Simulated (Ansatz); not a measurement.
# Co: pressure series

Base system: Co in the hcp (Mg type) structure (space group P6_3/mmc, No. 194; ferromagnetic).

```
CELL_PARAMETERS angstrom
      2.45722     0.00000     0.00000
     -1.22861     2.12801     0.00000
      0.00000     0.00000     3.96868
ATOMIC_POSITIONS crystal
  Co 0.33333 0.66667 0.25000
  Co 0.66667 0.33333 0.75000
```

Cell and atoms are relaxed at each pressure.

Method: DFT with PBEsol, PAW potentials and a 420 eV plane-wave cutoff in Ansatz (an electronic-structure program), scalar-relativistic without spin-orbit coupling.

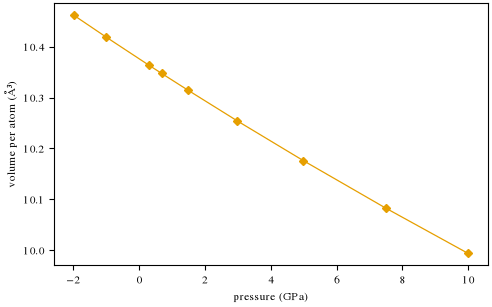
Figure: Volume against pressure

Problem. Estimate the zero-pressure bulk modulus from the plot.

Solution. About 250 GPa; a third-order Birch–Murnaghan fit to the points gives V₀ = 10.38 Å³/atom, B₀ = 246 GPa and B₀′ = 4.2.

The magnetic state is the one reached from the starting moments; the real material's order can differ, and small cells can't hold many antiferromagnetic ones. Load acts through the strain it causes; cell and atoms are relaxed under it. Whether these cells are dynamically stable was not tested. Competing high-pressure phases were not computed.
